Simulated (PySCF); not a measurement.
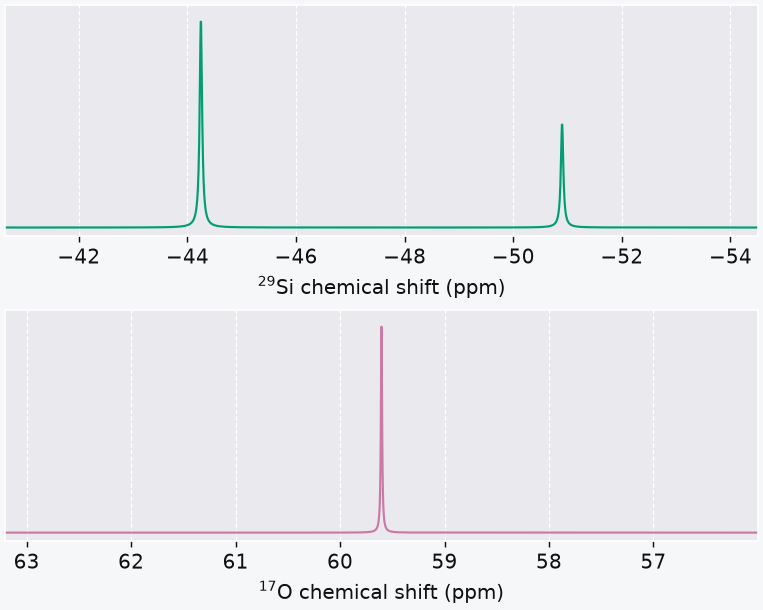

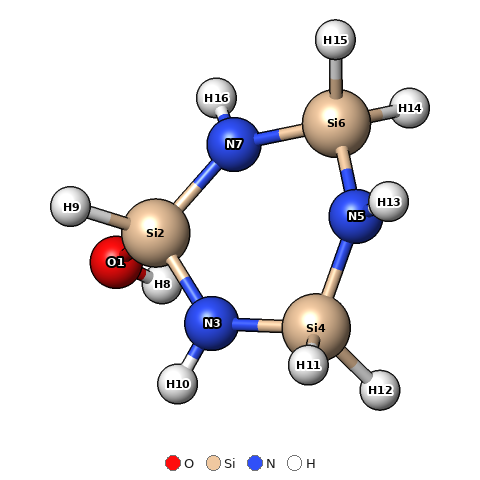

Spectrum and numbered structure of Si₃N₃H₉O, SMILES O[SiH]1N[SiH2]N[SiH2]N1. GIAO shifts, WP04/pcSseg-1 in PySCF, at a PBE0-D3(BJ)/def2-SVP geometry (no frequency check), against TMS for ²⁹Si and H₂O for ¹⁷O computed at the same level (¹⁷O: a single water molecule, while the usual scale starts at liquid water and gives values some tens of ppm lower). Gas phase, fully decoupled, line heights follow the number of nuclei, widths are arbitrary (no quadrupolar broadening); values of one conformer, averaged over nuclei that symmetry, rotation about single bonds, ring flips or inversion at nitrogen exchange, these motions taken as fast; other conformers aren't averaged in.

Which atoms give which ²⁹Si line?

Answer.
```tsv
δ (ppm)	nuclei	atoms
−44.2	2	Si4, Si6
−50.9	1	Si2
```

Where does the ¹⁷O line lie?

Answer. At 59.6 ppm (O1).
